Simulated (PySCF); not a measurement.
**One shape, several levels: C2H6Cl2Si (dichlorodimethylsilane)**

We compute a comparison of 6 runs (HF/STO-3G, HF/6-31+G*, B3LYP/6-31G*, B2PLYP/6-311+G**, B3LYP/def2-TZVP) of C2H6Cl2Si (dichlorodimethylsilane). 

Program for the calculation: PySCF 2.14.0.

### 1 The structure to begin with

The species is C2H6Cl2Si (11 atoms), meant as a singlet with charge 0. SMILES: `C[Si](C)(Cl)Cl`. Geometry: relaxed at PBE0-D4/def2-TZVP.

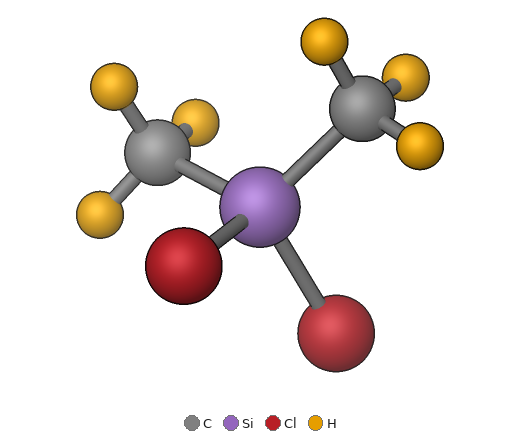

Viewed from a chosen angle; carbon grey, silicon purple, chlorine red, hydrogen amber.

### 2 Energy and forces at HF/STO-3G (run 1)

Input file job.py:

```python
import pyscf.grad
from pyscf import gto

mol = gto.Mole()
mol.atom = '''
C     -2.786930     0.491952     1.076445
Si     0.093428     0.757364    -0.888908
C      2.671940    -1.424135     0.017650
Cl    -0.865173     0.074758    -4.595890
Cl     1.418050     4.407257    -0.664560
H     -2.344923     0.899661     3.051889
H     -4.223462     1.827082     0.438133
H     -3.564628    -1.416860     0.951496
H      3.258644    -1.067846     1.965164
H      4.304796    -1.165791    -1.215529
H      2.038259    -3.383422    -0.135871
'''
mol.unit = 'bohr'
mol.basis = 'sto-3g'
mol.verbose = 3
mol.max_memory = 1860
mol.charge = 0
mol.build()

mf = mol.RHF()
mf.conv_tol = 1e-10
mf.kernel()
if not mf.converged:
    mf = mf.newton().run(mf.mo_coeff, mf.mo_occ)

e_final = mf.e_tot
print(f'total energy: {e_final:.8f} hartree')
grad = mf.Gradients().kernel()
mf.analyze()
```

Launch:

```sh
$ OMP_NUM_THREADS=1 python job.py
```

Log:

```text
converged SCF energy = -1273.23102409889
[... 12 lines left out ...]
MO #3   energy= -68.1384295672314  occ= 2
[... 7 lines left out ...]
MO #11  energy= -7.78093345005153  occ= 2
[... 7 lines left out ...]
MO #19  energy= -0.999911116119296 occ= 2
[... 7 lines left out ...]
MO #27  energy= -0.476072465400729 occ= 2
[... 7 lines left out ...]
MO #35  energy= 0.355568372593656  occ= 0
[... 7 lines left out ...]
MO #43  energy= 0.721681701272357  occ= 0
[... 12 lines left out ...]
Dipole moment(X, Y, Z, Debye): -0.29380, -2.38189,  2.79555
```

It took 5.7 s on 1 thread of Intel Xeon Platinum 8259CL at 2.50GHz (Skylake/Cascade Lake), shared host; peak memory 0.12 GiB.

### 3 Energy and gradient at HF/6-31+G(d) (spherical functions) (run 2)

Input file job.py:

```python
from pyscf import gto

mol = gto.Mole()
mol.atom = [
    ('C', (-1.474780, 0.260330, 0.569630)),
    ('Si', (0.049440, 0.400780, -0.470390)),
    ('C', (1.413930, -0.753620, 0.009340)),
    ('Cl', (-0.457830, 0.039560, -2.432040)),
    ('Cl', (0.750400, 2.332220, -0.351670)),
    ('H', (-1.240880, 0.476080, 1.614990)),
    ('H', (-2.234960, 0.966850, 0.231850)),
    ('H', (-1.886320, -0.749770, 0.503510)),
    ('H', (1.724400, -0.565080, 1.039920)),
    ('H', (2.278000, -0.616910, -0.643230)),
    ('H', (1.078600, -1.790430, -0.071900)),
]
mol.spin = 0
mol.max_memory = 1860
mol.charge = 0
mol.verbose = 4
mol.basis = '6-31+g*'
mol.build()

mf = mol.RHF()
mf.conv_tol = 1e-10
mf.kernel()
if not mf.converged:
    mf = mf.newton().run(mf.mo_coeff, mf.mo_occ)

e_final = mf.e_tot
print(f'total energy: {e_final:.8f} hartree')
grad = mf.nuc_grad_method().kernel()
mf.analyze()
```

Launch:

```sh
$ OMP_NUM_THREADS=1 python job.py
```

Log:

```text
PySCF version 2.14.0

[... 95 lines left out ...]
MO #9   energy= -8.02070832043592  occ= 2
[... 20 lines left out ...]
MO #30  energy= -0.468442018714435 occ= 2
[... 20 lines left out ...]
MO #51  energy= 0.218168715189187  occ= 0
[... 20 lines left out ...]
MO #72  energy= 0.832682395806121  occ= 0
[... 20 lines left out ...]
MO #93  energy= 1.203797804277     occ= 0
[... 20 lines left out ...]
MO #114 energy= 2.62113258350486   occ= 0
[... 128 lines left out ...]
Dipole moment(X, Y, Z, Debye): -0.22808, -1.84903,  2.17013
```

Run time: 57 s. Hardware: 1 thread of Intel Xeon Platinum 8259CL at 2.50GHz (Skylake/Cascade Lake), shared host; peak memory 0.28 GiB.

Runs 3 to 5 aren't shown in full; the table further down has their settings and results.

### 4 Energy and gradient at B3LYP/def2-TZVP (run 6)

Input file calc.py:

```python
from pyscf import gto, dft

system = gto.Mole()
system.atom = '''
C   -1.474780   0.260330   0.569630
Si   0.049440   0.400780  -0.470390
C    1.413930  -0.753620   0.009340
Cl  -0.457830   0.039560  -2.432040
Cl   0.750400   2.332220  -0.351670
H   -1.240880   0.476080   1.614990
H   -2.234960   0.966850   0.231850
H   -1.886320  -0.749770   0.503510
H    1.724400  -0.565080   1.039920
H    2.278000  -0.616910  -0.643230
H    1.078600  -1.790430  -0.071900
'''
system.verbose = 4
system.basis = 'def2-tzvp'
system.max_memory = 1860
system.charge = 0
system.build()

calc0 = dft.RKS(system, xc='b3lyp')
calc0.grids.level = 5
calc0.conv_tol = 1e-10
calc0.kernel()
if not calc0.converged:
    calc0 = calc0.newton().run(calc0.mo_coeff, calc0.mo_occ)

etot = calc0.e_tot
print('E = %.10f Eh' % etot)
grad = calc0.nuc_grad_method().kernel()
calc0.analyze()
```

Launch:

```sh
$ OMP_NUM_THREADS=1 python calc.py
```

Log:

```text
PySCF version 2.14.0

[... 125 lines left out ...]
MO #24  energy= -0.437736851697872 occ= 2
[... 36 lines left out ...]
MO #61  energy= 0.395175824659667  occ= 0
[... 36 lines left out ...]
MO #98  energy= 1.18175224454989   occ= 0
[... 36 lines left out ...]
MO #135 energy= 2.08010874833239   occ= 0
[... 36 lines left out ...]
MO #172 energy= 3.08433447590411   occ= 0
[... 36 lines left out ...]
MO #209 energy= 25.0758664468185   occ= 0
[... 223 lines left out ...]
Dipole moment(X, Y, Z, Debye): -0.18528, -1.50200,  1.76281
```

It took 7.6 min on 1 thread of Intel Xeon Platinum 8259CL at 2.50GHz (Skylake/Cascade Lake), shared host; peak memory 1.7 GiB.

### 5 Overview of the runs

```csv
run,level,integration grid,Cartesian functions,energy (Eh),dipole moment (D),HOMO energy (eV),LUMO energy (eV),wall time
1,HF/STO-3G,–,no,-1273.231024,3.68,-10.25,8.34,5.7 s
2,HF/6-31+G* (spherical functions),–,no,-1287.243086,2.86,-11.93,1.24,57 s
3,B3LYP/6-31G* (spherical functions),5,no,-1289.835968,2.80,-8.31,0.92,74 s
4,B3LYP/6-31G* (Cartesian functions),5,yes,-1289.845606,2.80,-8.31,0.92,75 s
5,B2PLYP/6-311+G**,5,no,-1289.385700,2.76,-9.91,0.35,67 s
6,B3LYP/def2-TZVP,5,no,-1289.977460,2.32,-8.39,0.60,7.6 min
```

### 6 What came out

```
                       quantity           value
            run 6: total energy  -1289.97746 Eh
           run 6: dipole moment          2.32 D
             run 6: HOMO energy        -8.39 eV
             run 6: LUMO energy         0.60 eV
           run 6: HOMO–LUMO gap         9.00 eV
run 6: largest force on an atom      0.294 eV/Å
```

The dipole moment (its size) runs from 2.32 D (B3LYP/def2-TZVP) to 3.68 D (HF/STO-3G). The two ends differ in method and basis. The HOMO–LUMO gap runs from 9.00 eV (B3LYP/def2-TZVP) to 18.58 eV (HF/STO-3G). Totals of different functionals can't be ranked against each other. In run 1 the basis is minimal, so the values are rough. All runs together took 12 min, the longest 7.6 min.
